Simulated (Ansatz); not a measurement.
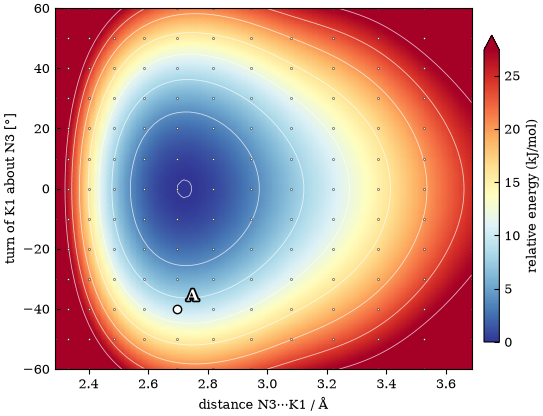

CHKN, charge +1. The turn is about an axis along (−0.96, 0.27, 0.04) in the frame of the relaxed pair, normal to the line between the partners. First axis: distance N3···K1. Second axis: turn of K1 about N3. The scan uses a 13 × 13 grid. Energies: kJ/mol, counted from the lowest grid point. Level of theory: Ansatz, RKS PBE0-D4/def2-TZVPD.

In the figure: a smooth colour map with a few white contour lines, dots at the grid points, one colour for all values above the top of the scale, the point A. Between grid points the surface is interpolated.

Is A at rest? If not, where is it pushed?

Answer. A, at distance N3···K1 = 2.697 Å, turn of K1 about N3 = −40°, is not a stationary point. The computed force is 6.9 kJ/mol for each Å towards larger values of distance N3···K1 and 0.47 kJ/mol for each degree towards larger values of turn of K1 about N3.
